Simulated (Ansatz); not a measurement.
## Electronic structure of C$_{8}$H$_{20}$O$_{2}$Si (SMILES CC(C)(C)O[SiH2]OC(C)(C)C) in real space

```
atom    x (Å)    y (Å)    z (Å)
   C  -3.2583   0.7188  -1.1063
   C  -1.9255  -0.0099  -1.1929
   C  -2.0865  -1.3335  -1.9203
   C  -0.8852   0.8557  -1.8894
   O  -1.5028  -0.3415   0.1326
  Si  -0.7656   0.5822   1.2599
   O   0.8204   0.8565   0.9825
   C   1.9452  -0.0110   1.1482
   C   2.3401  -0.0135   2.6175
   C   3.0552   0.5815   0.2975
   C   1.6122  -1.4206   0.6800
   H  -3.9891   0.1031  -0.5782
   H  -3.1484   1.6628  -0.5678
   H  -3.6451   0.9386  -2.1041
   H  -2.4383  -1.1746  -2.9421
   H  -1.1321  -1.8626  -1.9590
   H  -2.8071  -1.9647  -1.3968
   H  -0.7446   1.8049  -1.3661
   H   0.0785   0.3447  -1.9300
   H  -1.2017   1.0787  -2.9108
   H  -1.3586   1.9414   1.3176
   H  -0.9720  -0.1653   2.5252
   H   1.5358  -0.4226   3.2330
   H   2.5472   1.0049   2.9521
   H   3.2342  -0.6205   2.7773
   H   2.7572   0.6019  -0.7528
   H   3.2654   1.6049   0.6138
   H   3.9705  -0.0076   0.3884
   H   1.3041  -1.4177  -0.3671
   H   0.8015  -1.8536   1.2716
   H   2.4856  -2.0688   0.7818
```

Geometry: PBE0-D4/def2-TZVP.

All numbers below come from Ansatz, RKS PBE0-D4/def2-TZVPP.

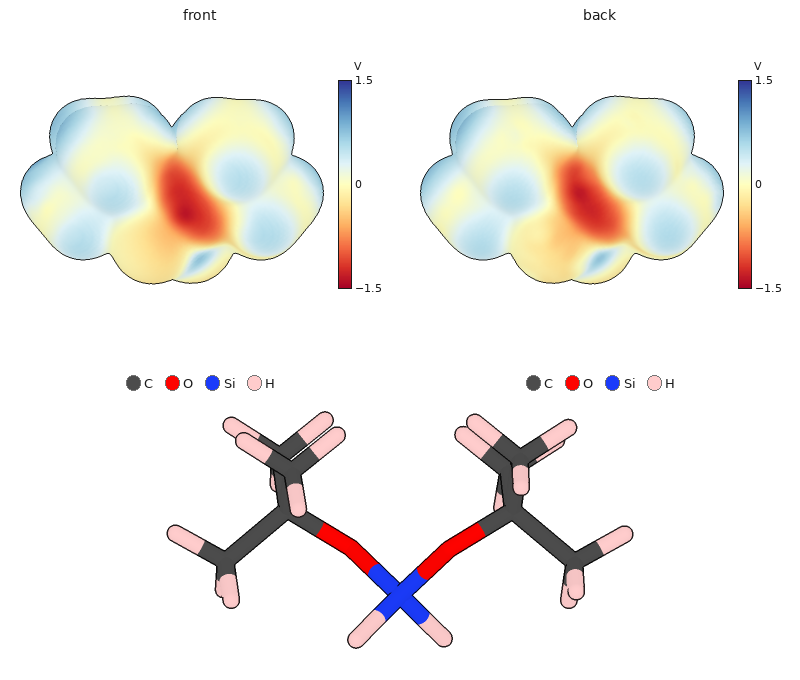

Figure 1. The molecular electrostatic potential painted on the density surface at 0.002 e/bohr³, seen from the front and from behind; red is negative and blue positive. The bare structure is drawn below in the same view.

**Which sites attract a positive test charge, and which a negative one?**

A positive charge is drawn to the negative regions and a negative charge to the positive ones. The most negative region (about −1.3 V) lies over O5 and O7, the most positive (about +0.8 V) over the H atoms.

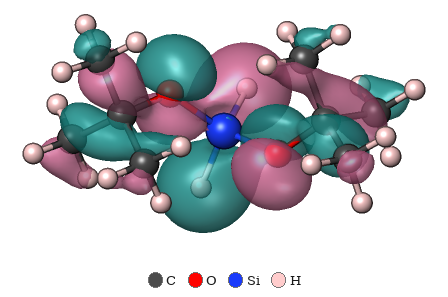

Figure 2. The HOMO−1 at ±0.08 Å⁻³ᐟ² (teal and pink are the two phases), seen from one side.

**Describe this orbital and give its energy.**

Its weight (Hirshfeld) is mainly on O7 (about 15 %), O5 (about 15 %), Si6 (about 15 %), H22 (about 10 %) and H21 (about 10 %). Its energy is −8.03 eV.

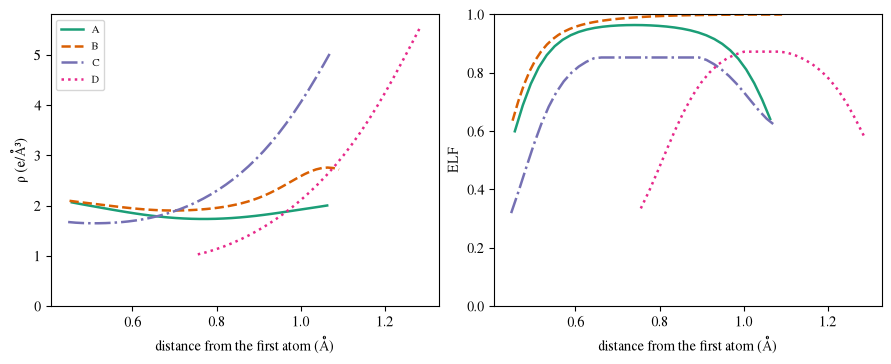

Figure 3. Electron density and electron localisation function along straight lines between neighbouring atoms. The curves leave out the atomic cores.

**Which curve belongs to which contact (C–C, C–H, C–O and Si–O)? The first atom named is at distance zero.**

Curve A: C–C (1.52 Å): the density is about 1.7 e/Å³ at the midpoint; the ELF peaks at about 0.95 between the atoms (a covalent bond). Curve B: C–H (1.09 Å): ρ is about 2 e/Å³ halfway; the ELF climbs to about 1 towards the hydrogen, as it does in any bond to H: a covalent bond by its length. Curve C: C–O (1.43 Å): ρ at the midpoint is about 1.9 e/Å³, with its minimum of 1.6 e/Å³ about 0.5 Å from C; the ELF peaks at about 0.85 between the atoms (a polar covalent bond). Curve D: Si–O (1.63 Å): ρ is about 1.2 e/Å³ halfway; the ELF peaks at about 0.85 between the atoms, as expected for a polar covalent bond.
